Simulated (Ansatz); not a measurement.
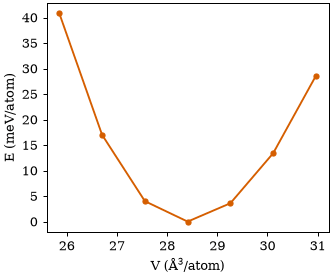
Fig. 1. Sn (β-Sn type, I4_1/amd) under volume change, the program Ansatz at the PBE level (PAW), shape and atoms relaxed at each volume.

Problem. What does a third-order Birch–Murnaghan fit give for V₀, B₀ and B′?

Solution. V₀ = 28.41 Å³/atom, B₀ = 47.3 GPa, B′ = 4.9.

The PBE relaxation kept the symmetry of its start. Scalar-relativistic: spin–orbit coupling is off unless named, which matters more the heavier the elements.

Potentials: the earlier of the program's two PAW sets.
